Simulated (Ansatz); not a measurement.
Ti: response to strain

The parent structure is Ti in the hcp (Mg type) structure (space group P6_3/mmc, No. 194; a = 2.9367 Å, c = 4.6410 Å; relaxed with 0.1 eV smearing). Axes: x lies along a and z along c of the hexagonal cell.

Strains are applied to the cell and any free atomic positions relax; under biaxial strain the out-of-plane vector relaxes too.

Level of theory: DFT with r2SCAN, PAW potentials and a 500 eV plane-wave cutoff in Ansatz (a first-principles code), spin-orbit coupling left out, earlier PAW set.

Notes on the quantities. pressure: mean of the normal stresses, compression positive.

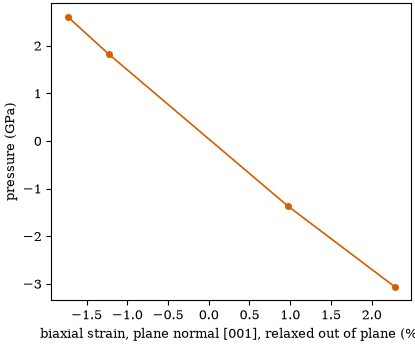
Pressure against biaxial strain, plane normal [001], relaxed out of plane

| biaxial strain, plane normal [001], relaxed out of plane (%) | pressure |
|---|---|
| -1.73 | 2.6 GPa |
| -1.23 | 1.8 GPa |
| 0.97 | -1.4 GPa |
| 2.28 | -3.1 GPa |

Stability against distortions was not tested. The final runs are not spin-polarised.
